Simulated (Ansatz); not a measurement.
## Electronic structure of C$_{2}$H$_{8}$AlO$_{2}$ (SMILES C[CH2][Al]([OH])[OH2+]) (charge +1) in real space

Input file:

```
crystal:
  periodic: [false, false, false]
  atoms:
    - {symbol: C, position_ang: [2.885036, 0.549669, -0.506515]}
    - {symbol: C, position_ang: [1.516795, -0.158304, -0.646531]}
    - {symbol: Al, position_ang: [-0.012649, 0.992539, -0.321517]}
    - {symbol: O, position_ang: [-0.625654, 2.494890, 0.111443]}
    - {symbol: O, position_ang: [-1.731488, 0.202780, -0.555062]}
    - {symbol: H, position_ang: [3.690244, -0.165800, -0.701785]}
    - {symbol: H, position_ang: [3.040952, 0.948963, 0.500767]}
    - {symbol: H, position_ang: [2.998489, 1.371514, -1.220663]}
    - {symbol: H, position_ang: [1.448987, -1.005165, 0.050447]}
    - {symbol: H, position_ang: [1.406180, -0.586778, -1.652232]}
    - {symbol: H, position_ang: [-0.196043, 3.324608, 0.352205]}
    - {symbol: H, position_ang: [-2.520129, 0.759982, -0.395311]}
    - {symbol: H, position_ang: [-1.992299, -0.699571, -0.816064]}
basis:
  gaussian:
    orbitals: def2-SVPD
total_charge: 1
hamiltonian:
  xc: pbe0
output: {forces: true, orbitals: {seedname: orbitals}}
```

Launched as:

```sh
ansatz run input.yaml --threads 2 --pin off --max-ram 4350MiB --events-out events.jsonl --progress --plain --runs-dir runs
```

Geometry: B3LYP/6-31G*.

Level of theory: isolated molecule in a Gaussian basis; Kohn-Sham density functional theory, functional PBE0 in Ansatz 0.2.0.

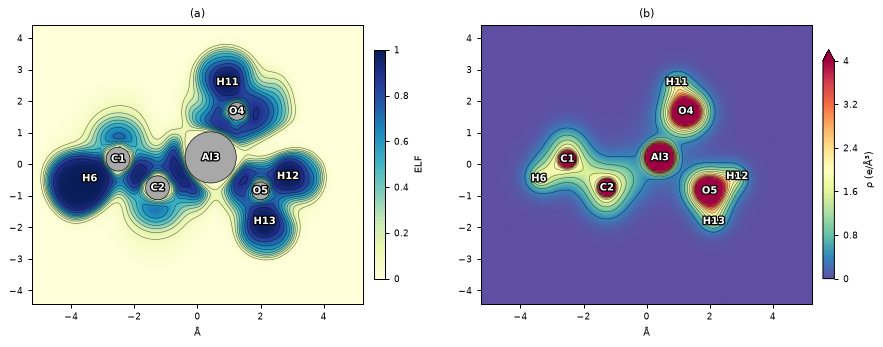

Figure 1. (a) ELF; (b) electron density on the plane of atoms C2, Al3 and O5. Grey discs cover the atomic cores in the ELF map.

Describe what can be read from this map.

The section cuts through C, Al, O and H sites.
C–C (1.55 Å): ρ is about 1.5 e/Å³ halfway; the ELF peaks at about 0.95 between the atoms, as expected for localised, covalent bonding.
Al–O (1.68 Å): the density is about 0.87 e/Å³ at the midpoint; the ELF peaks at about 0.85 in the valence shell of O, 0.6 Å from its nucleus, and is about 0.30 at the midpoint.
C–Al (1.94 Å): the density is about 0.75 e/Å³ at the midpoint; the ELF peaks at about 0.95 between the atoms; a polar covalent bond.
O–H (0.96 Å): ρ at the midpoint is about 3.7 e/Å³; the ELF climbs to about 1 towards the hydrogen, as it does in any bond to H: a covalent bond by its length.
Al–O (1.91 Å): ρ at the midpoint is about 0.5 e/Å³; the ELF peaks at about 0.90 in the valence shell of O, 0.6 Å from its nucleus, and is about 0.45 at the midpoint.
The ELF also peaks beside O4, away from the bonds: lone-pair regions.

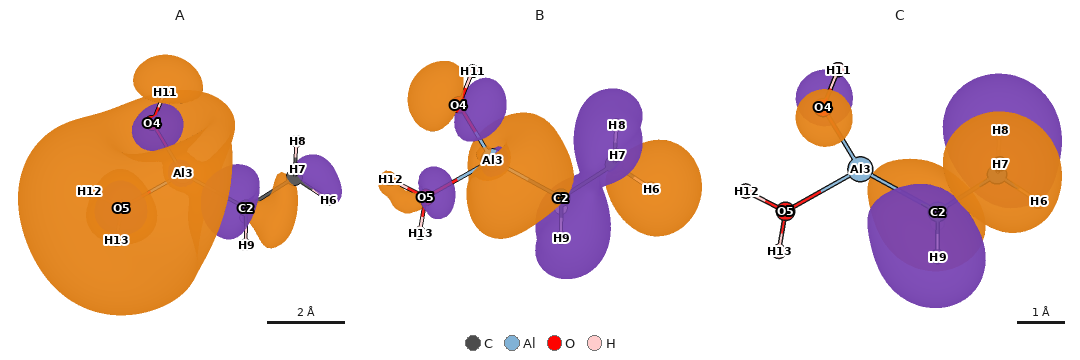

Figure 2. Three frontier orbitals at ±0.05 Å⁻³ᐟ² (orange and purple are the two phases), in no order.

Which picture is the HOMO−1, the HOMO and the LUMO?

C is the HOMO−1 (−13.96 eV). By Hirshfeld shares it lies mainly on C1 (about 30 %), C2 (about 20 %), H8 (about 15 %), H7 (about 15 %), H10 (about 10 %) and H9 (about 10 %). B is the HOMO (−12.79 eV). Its weight (Hirshfeld) is mainly on C2 (about 30 %), Al3 (about 20 %), C1 (about 15 %) and H6 (about 10 %). A is the LUMO (−5.55 eV). It lies mainly on Al3 (about 40 %), H13 (about 15 %), H12 (about 15 %), O5 (about 10 %) and C2 (about 10 %).

What is the HOMO–LUMO gap?

7.24 eV between the orbital energies.

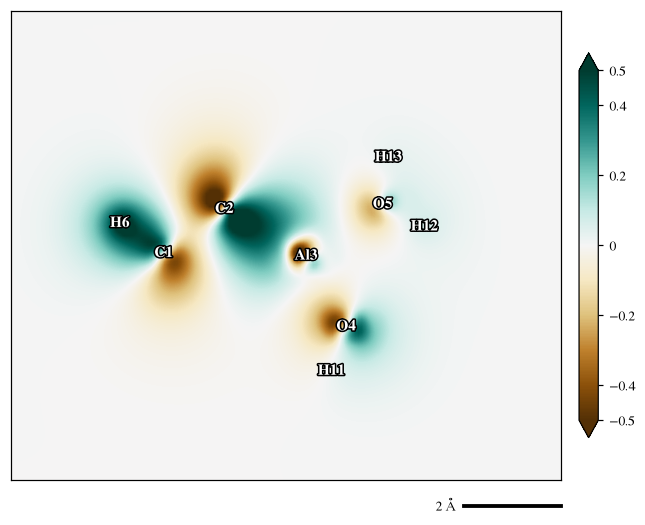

Figure 3. One frontier orbital on the plane of atoms O4, Al3 and O5 (values in Å⁻³ᐟ²; the overall sign is arbitrary).

Which orbital is it: HOMO or LUMO?

The HOMO, at −12.79 eV. Its weight (Hirshfeld) is mainly on C2 (about 30 %), Al3 (about 20 %), C1 (about 15 %) and H6 (about 10 %).
